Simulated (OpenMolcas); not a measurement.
# SnHCl3O (SMILES [OH][Sn]([Cl])([Cl])[Cl]): a chain of runs

Aim: a single-point energy (HF/ANO-RCC-MB), then the energy (CASSCF(2,2)/ANO-RCC-VDZP), then the energy along one coordinate (CASPT2(2,2)/ANO-RCC-VDZP), then the energy along one coordinate (SC-NEVPT2(2,2)/ANO-RCC-VDZP), then an energy scan (MC-PDFT[tPBE](2,2)/ANO-RCC-VDZP) of SnHCl3O. 

The calculation is run with OpenMolcas 26.06.

### Step 1. Starting point

The species is SnHCl3O (6 atoms), meant as a singlet with charge 0. As SMILES, `[OH][Sn]([Cl])([Cl])[Cl]`. The coordinates come from a PBE0-D4/def2-TZVP relaxation.

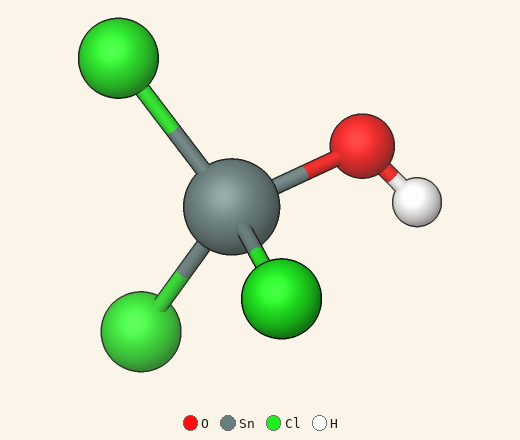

Viewed from a chosen angle; oxygen red, tin teal, chlorine green, hydrogen white.

### Step 2. A single-point energy at HF/ANO-RCC-MB (DKH2) (run 1)

Contents of input.xyz:

```xyz
6

O     -0.674300     0.477500     1.363600
Sn     0.251900    -0.201000    -0.189900
Cl     1.931200    -1.529700     0.595300
Cl    -1.175400    -1.411300    -1.519500
Cl     1.105000     1.525900    -1.439200
H     -1.396100     1.074500     1.143600
```

Contents of step1.input:

```
&GATEWAY
  COORD=input.xyz
  BASIS=ANO-RCC-MB
  GROUP=NoSym

&SEWARD

&SCF
  PRORBITALS=0

&LOCALISATION
  OCCUPIED
  FREEZE
  PIPEK-MEZEY

&LOCALISATION
  FILEORB=$Project.LocOrb
  VIRTUAL
  PIPEK-MEZEY
```

Command:

```sh
$ export MOLCAS_MEM=1860
$ pymolcas step1.input > step1.log
```

Log:

```text
--- Start Module: gateway ---
[...]
--- Stop Module: gateway /rc=_RC_ALL_IS_WELL_ ---
[...]
      Basis functions           60
[...]
       Convergence after  10 Iterations
[...]
::    Total SCF energy                              -7630.6242500820
[...]
      Total spin, S                                     0.0000000000
[...]
      Total electronic charge=  110.000000
      Total            charge=   -0.000000
[...]
      Dipole Moment (debye):
      Origin of the operator (angstrom)=    0.3436   -0.2682   -0.3410
                   X= -1.5831E+00               Y=  1.2699E+00               Z=  3.9264E-01           Total=  2.0671E+00
      Quadrupole Moment (debye*angstrom):
[...]
--- Start Module: localisation ---
[...]
--- Stop Module: localisation /rc=_RC_ALL_IS_WELL_ ---
--- Start Module: localisation ---
[...]
--- Stop Module: localisation /rc=_RC_ALL_IS_WELL_ ---
[...]
```

It took 11 s on 1 thread of Intel Xeon 6975P-C (Granite Rapids), shared host; peak memory 0.42 GiB.

### Step 3. A single-point energy at CASSCF(2,2)/ANO-RCC-VDZP (DKH2, RICD fitting) (run 2)

input.xyz is that of step 2.

Contents of step2.input:

```
* Cl3HOSn CASSCF
>>> EXPORT MOLCAS_PRINT=2

&GATEWAY
 COORD=input.xyz
 BASIS=ANO-RCC-MB
 GROUP=NoSym

&SEWARD

&RASSCF
 FILEORB=$CurrDir/step1.LocOrb
 ALTER=2
 1 45 55
 1 56 60
 SPIN=1
 NACTEL=2 0 0
 INACTIVE=54
 RAS2=2
 ORBLISTING=Nothing
>>> COPY $Project.RunFile RUNFIL1
>>> COPY $Project.RasOrb INPORB

&GATEWAY
 COORD=input.xyz
 BASIS=ANO-RCC-VDZP
 GROUP=NoSym
 RICD

&SEWARD
>>> COPY $Project.RunFile RUNFIL2

&EXPBAS

&RASSCF
 FILEORB=$Project.ExpOrb
 SPIN=1
 NACTEL=2 0 0
 INACTIVE=54
 RAS2=2
 ORBLISTING=Nothing
 ORBAPPEAR=Compact
```

Command:

```sh
$ export MOLCAS_MEM=1860
$ pymolcas step2.input > step2.log
```

Log:

```text
--- Start Module: gateway ---
[...]
--- Stop Module: gateway /rc=_RC_ALL_IS_WELL_ ---
[...]
      Basis functions           60
[...]
      Number of active orbitals                  2
[...]
      Spin quantum number                      0.0
[...]
      Active orbitals                            2
[...]
      Number of CSFs                             3
[...]
      Number of root(s) required                 1
[...]
      Convergence after 11 iterations
[...]
      printout of CI-coefficients larger than  0.05 for root  1
      energy=   -7630.642738
      conf/sym  11     Coeff  Weight
             1  20   0.99468 0.98939
             3  02  -0.10301 0.01061
      Natural orbitals and occupation numbers for root  1
      sym 1:   1.978777   0.021223
      ************************************************************************************************************************
      *                                                    Final results                                                     *
[...]
::    RASSCF root number  1 Total energy:  -7630.64273805
[...]
      Basis functions          116
[...]
--- Start Module: expbas ---
[...]
--- Stop Module: expbas /rc=_RC_ALL_IS_WELL_ ---
--- Start Module: rasscf ---
[...]
      Convergence after 17 iterations
[...]
      Natural orbitals and occupation numbers for root  1
      sym 1:   1.981069   0.018931
      ************************************************************************************************************************
      *                                                    Final results                                                     *
[...]
::    RASSCF root number  1 Total energy:  -7630.92502795
[...]
      Total electronic charge=  110.000000
      Total            charge=   -0.000000
[...]
      Dipole Moment (debye):
      Origin of the operator (angstrom)=    0.3436   -0.2682   -0.3410
                   X= -1.0390E+00               Y=  8.5940E-01               Z= -2.7855E-01           Total=  1.3769E+00
      Quadrupole Moment (debye*angstrom):
[...]
--- Stop Module: rasscf /rc=_RC_ALL_IS_WELL_ ---
[...]
```

Run time: 32 s. Hardware: 1 thread of Intel Xeon 6975P-C (Granite Rapids), shared host; peak memory 0.42 GiB.

### Step 4. An energy scan at CASPT2(2,2)/ANO-RCC-VDZP (DKH2, RICD fitting, ipea shift 0.25 Eh, pt2 variant SS) (run 3)

Contents of step3.inp:

```
* Cl3HOSn CASPT2
>>> EXPORT MOLCAS_PRINT=2
>>> COPY $CurrDir/step2.RasOrb $Project.RasOrb
>>> ForEach K in (1, 2, 3, 4, 5, 6, 7, 8, 9)

&GATEWAY
 Coord
 $CurrDir/point$K.xyz
 Basis
 ANO-RCC-VDZP
 Group
 NoSym
 RICD

&SEWARD

&RASSCF
 FileOrb
 $Project.RasOrb
 Spin
 1
 Nactel
 2 0 0
 Inactive
 54
 Ras2
 2
 OrbListing
 Nothing
 OrbAppear
 Compact

&CASPT2
 Imaginary
 0.2
 Frozen
 34
>>> EndDo
```

Command:

```sh
$ export MOLCAS_MEM=1860
$ pymolcas step3.inp > step3.log
```

Log:

```text
[...]
      Basis functions          116
[...]
      Number of active orbitals                  2
[...]
      Spin quantum number                      0.0
[...]
      Active orbitals                            2
[...]
      Number of CSFs                             3
[...]
      Number of root(s) required                 1
[...]
      Convergence after 13 iterations
[...]
      printout of CI-coefficients larger than  0.05 for root  1
      energy=   -7630.912542
      conf/sym  11     Coeff  Weight
             1  20   0.99682 0.99364
             3  02  -0.07972 0.00636
      Natural orbitals and occupation numbers for root  1
      sym 1:   1.987288   0.012712
      ************************************************************************************************************************
      *                                                    Final results                                                     *
[...]
::    RASSCF root number  1 Total energy:  -7630.91254238
[...]
      E2 (Variational):          -1.0046714325
[...]
::    CASPT2 Root  1     Total energy:  -7631.91721381
[...]
      Convergence after 14 iterations
[...]
      Natural orbitals and occupation numbers for root  1
      sym 1:   1.981084   0.018916
      ************************************************************************************************************************
      *                                                    Final results                                                     *
[...]
      Convergence after 14 iterations
[...]
      Natural orbitals and occupation numbers for root  1
      sym 1:   1.808789   0.191211
      ************************************************************************************************************************
      *                                                    Final results                                                     *
[...]
      Convergence after 14 iterations
[...]
      Natural orbitals and occupation numbers for root  1
      sym 1:   1.633112   0.366888
      ************************************************************************************************************************
      *                                                    Final results                                                     *
[...]
      Convergence after 12 iterations
[...]
      Natural orbitals and occupation numbers for root  1
      sym 1:   1.385779   0.614221
      ************************************************************************************************************************
      *                                                    Final results                                                     *
[...]
::    RASSCF root number  1 Total energy:  -7630.76426455
[...]
::    CASPT2 Root  1     Total energy:  -7631.74778361
[...]
      Convergence after 10 iterations
[...]
      Natural orbitals and occupation numbers for root  1
      sym 1:   1.157007   0.842993
      ************************************************************************************************************************
      *                                                    Final results                                                     *
[...]
::    RASSCF root number  1 Total energy:  -7630.75746489
[...]
      Dipole Moment (debye):
      Origin of the operator (angstrom)=    1.7815   -1.4575    0.0973
                   X=  1.9233E-01               Y= -1.3277E-01               Z= -3.6147E-01           Total=  4.3044E-01
      Quadrupole Moment (debye*angstrom):
[...]
      E2 (Variational):          -0.9791880457
      Total energy:           -7631.7366529404
[...]
      Reference weight:           0.75772
[...]
::    CASPT2 Root  1     Total energy:  -7631.73665294
[...]
```

Run time: 3.6 min. Hardware: 1 thread of Intel Xeon 6975P-C (Granite Rapids), shared host; peak memory 0.38 GiB.

The scan, from its lowest point:

```
H6–O1 (Å)  energy (kJ/mol)
    0.866             36.9
    0.962              0.0
    1.058             13.8
    1.203             78.3
    1.395            186.5
    1.636            309.6
    1.924            413.0
    2.309            481.7
    2.887            510.9
```

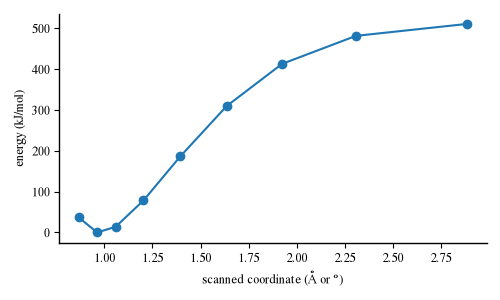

Energy along the scan.

### Step 5. An energy scan at SC-NEVPT2(2,2)/ANO-RCC-VDZP (DKH2, RICD fitting, pt2 variant SC-NEVPT2) (run 4)

Contents of step4.input:

```
>>> COPY $CurrDir/step2.RasOrb $Project.RasOrb
>>> ForEach K in (1, 2, 3, 4, 5, 6, 7, 8, 9)

&GATEWAY
 Coord=$CurrDir/point$K.xyz
 Basis=ANO-RCC-VDZP
 Group=NoSym
 RICD

&SEWARD

&RASSCF
 FileOrb=$Project.RasOrb
 Spin=1
 Nactel=2 0 0
 Inactive=54
 Ras2=2
 OrbListing=Nothing
 OrbAppear=Compact

&CASPT2
 SC-NEVPT2
 Frozen=34
>>> EndDo
```

Command:

```sh
$ export MOLCAS_MEM=1860
$ pymolcas step4.input > step4.log
```

Log:

```text
--- Start Module: gateway ---
[...]
--- Stop Module: gateway /rc=_RC_ALL_IS_WELL_ ---
[...]
      Basis functions          116
[...]
      Number of active orbitals                  2
[...]
      Spin quantum number                      0.0
[...]
      Active orbitals                            2
[...]
      Number of CSFs                             3
[...]
      Number of root(s) required                 1
[...]
      Convergence after 13 iterations
[...]
      printout of CI-coefficients larger than  0.05 for root  1
      energy=   -7630.912542
      conf/sym  11     Coeff  Weight
             1  20   0.99682 0.99364
             3  02  -0.07972 0.00636
      Natural orbitals and occupation numbers for root  1
      sym 1:   1.987288   0.012712
      ************************************************************************************************************************
      *                                                    Final results                                                     *
[...]
::    RASSCF root number  1 Total energy:  -7630.91254238
[...]
      E2 (Variational):          -1.0040649261
[...]
::    SC-NEVPT2 Root  1     Total energy:  -7631.91652596
[...]
      Convergence after 14 iterations
[...]
      Natural orbitals and occupation numbers for root  1
      sym 1:   1.981084   0.018916
      ************************************************************************************************************************
      *                                                    Final results                                                     *
[...]
      Convergence after 14 iterations
[...]
      Natural orbitals and occupation numbers for root  1
      sym 1:   1.808789   0.191211
      ************************************************************************************************************************
      *                                                    Final results                                                     *
[...]
      Convergence after 14 iterations
[...]
      Natural orbitals and occupation numbers for root  1
      sym 1:   1.633112   0.366888
      ************************************************************************************************************************
      *                                                    Final results                                                     *
[...]
      Convergence after 12 iterations
[...]
      Natural orbitals and occupation numbers for root  1
      sym 1:   1.385779   0.614221
      ************************************************************************************************************************
      *                                                    Final results                                                     *
[...]
::    RASSCF root number  1 Total energy:  -7630.76426455
[...]
::    SC-NEVPT2 Root  1     Total energy:  -7631.74332852
[...]
--- Start Module: rasscf ---
[...]
      Convergence after 10 iterations
[...]
      Natural orbitals and occupation numbers for root  1
      sym 1:   1.157007   0.842993
      ************************************************************************************************************************
      *                                                    Final results                                                     *
[...]
::    RASSCF root number  1 Total energy:  -7630.75746489
[...]
      Total electronic charge=  110.000000
      Total            charge=   -0.000000
[...]
--- Stop Module: rasscf /rc=_RC_ALL_IS_WELL_ ---
[...]
      E2 (Variational):          -0.9750056278
      Total energy:           -7631.7324705225
[...]
      Reference weight:           0.75690
[...]
::    SC-NEVPT2 Root  1     Total energy:  -7631.73247052
[...]
```

Wall time 3 min (1 thread of Intel Xeon 6975P-C (Granite Rapids), shared host); peak memory 0.37 GiB.

The scan, from its lowest point:

```
H6–O1 (Å)  energy (kJ/mol)
    0.866             40.1
    0.962              0.0
    1.058             10.9
    1.203             73.0
    1.395            182.8
    1.636            313.0
    1.924            423.7
    2.309            494.9
    2.887            523.4
```

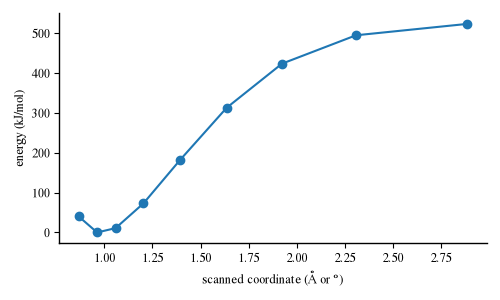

Energy along the scan.

### Step 6. The energy along one coordinate at MC-PDFT[tPBE](2,2)/ANO-RCC-VDZP (DKH2, RICD fitting) (run 5)

Contents of step5.input:

```
>>> COPY $CurrDir/step2.RasOrb $Project.RasOrb
>>> ForEach K in (1, 2, 3, 4, 5, 6, 7, 8, 9)
&GATEWAY
COORD=$CurrDir/point$K.xyz
BASIS=ANO-RCC-VDZP
GROUP=NoSym
RICD
&SEWARD
&RASSCF
FILEORB=$Project.RasOrb
SPIN=1
NACTEL=2 0 0
INACTIVE=54
RAS2=2
ORBLISTING=Nothing
ORBAPPEAR=Compact
&MCPDFT
KSDFT=T:PBE
>>> EndDo
```

Command:

```sh
$ export MOLCAS_MEM=1860
$ pymolcas step5.input > step5.log
```

Log:

```text
--- Start Module: gateway ---
[...]
--- Stop Module: gateway /rc=_RC_ALL_IS_WELL_ ---
[...]
      Basis functions          116
[...]
      Number of active orbitals                  2
[...]
      Spin quantum number                      0.0
[...]
      Active orbitals                            2
[...]
      Number of CSFs                             3
[...]
      Number of root(s) required                 1
[...]
      Convergence after 13 iterations
[...]
      printout of CI-coefficients larger than  0.05 for root  1
      energy=   -7630.912542
      conf/sym  11     Coeff  Weight
             1  20   0.99682 0.99364
             3  02  -0.07972 0.00636
      Natural orbitals and occupation numbers for root  1
      sym 1:   1.987288   0.012712
      ************************************************************************************************************************
      *                                                    Final results                                                     *
[...]
::    RASSCF root number  1 Total energy:  -7630.91254238
[...]
::    MCPDFT root number  1 Total energy:  -7635.09317947
[...]
      Convergence after 14 iterations
[...]
      Natural orbitals and occupation numbers for root  1
      sym 1:   1.981084   0.018916
      ************************************************************************************************************************
      *                                                    Final results                                                     *
[...]
      Convergence after 14 iterations
[...]
      Natural orbitals and occupation numbers for root  1
      sym 1:   1.808789   0.191211
      ************************************************************************************************************************
      *                                                    Final results                                                     *
[...]
      Convergence after 14 iterations
[...]
      Natural orbitals and occupation numbers for root  1
      sym 1:   1.633112   0.366888
      ************************************************************************************************************************
      *                                                    Final results                                                     *
[...]
      Convergence after 12 iterations
[...]
      Natural orbitals and occupation numbers for root  1
      sym 1:   1.385779   0.614221
      ************************************************************************************************************************
      *                                                    Final results                                                     *
[...]
::    RASSCF root number  1 Total energy:  -7630.76426455
[...]
::    MCPDFT root number  1 Total energy:  -7634.91574282
[...]
      Convergence after 10 iterations
[...]
      Natural orbitals and occupation numbers for root  1
      sym 1:   1.157007   0.842993
      ************************************************************************************************************************
      *                                                    Final results                                                     *
[...]
::    RASSCF root number  1 Total energy:  -7630.75746489
[...]
      Total electronic charge=  110.000000
      Total            charge=   -0.000000
[...]
      Dipole Moment (debye):
      Origin of the operator (angstrom)=    1.7815   -1.4575    0.0973
                   X=  1.9233E-01               Y= -1.3277E-01               Z= -3.6147E-01           Total=  4.3044E-01
      Quadrupole Moment (debye*angstrom):
[...]
::    MCPDFT root number  1 Total energy:  -7634.90427047
[...]
```

It took 3 min on 1 thread of Intel Xeon 6975P-C (Granite Rapids), shared host; peak memory 0.37 GiB.

The scan, from its lowest point:

```
H6–O1 (Å)  energy (kJ/mol)
    0.866             36.3
    0.962              0.0
    1.058             13.9
    1.203             78.3
    1.395            187.3
    1.636            315.1
    1.924            426.7
    2.309            502.2
    2.887            532.3
```

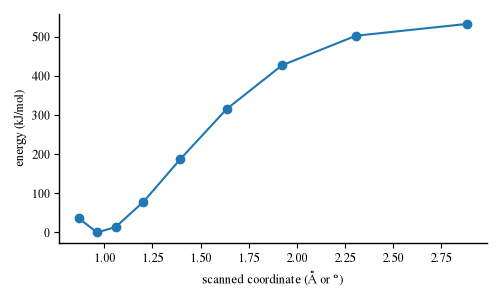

Energy along the scan.

### Step 7. Summary of results

| quantity | value |
| --- | --- |
| run 1, HF/ANO-RCC-MB: total energy | -7630.62425 Eh |
| run 1, HF/ANO-RCC-MB: dipole moment | 2.07 D |
| run 1, HF/ANO-RCC-MB: HOMO energy | -13.41 eV |
| run 1, HF/ANO-RCC-MB: LUMO energy | -0.53 eV |
| run 1, HF/ANO-RCC-MB: HOMO–LUMO gap | 12.88 eV |
| run 2, CASSCF(2,2)/ANO-RCC-VDZP: total energy | -7630.92503 Eh |
| run 2, CASSCF(2,2)/ANO-RCC-VDZP: dipole moment (CASSCF density) | 1.38 D |
| run 3, CASPT2(2,2)/ANO-RCC-VDZP: lowest energy of the scan | -7631.93126 Eh |
| run 4, SC-NEVPT2(2,2)/ANO-RCC-VDZP: lowest energy of the scan | -7631.93182 Eh |
| run 5, MC-PDFT[tPBE](2,2)/ANO-RCC-VDZP: lowest energy of the scan | -7635.10702 Eh |

Mulliken charges (run 2, CASSCF(2,2)/ANO-RCC-VDZP) run from -0.63 on O1 to +1.73 on Sn2.
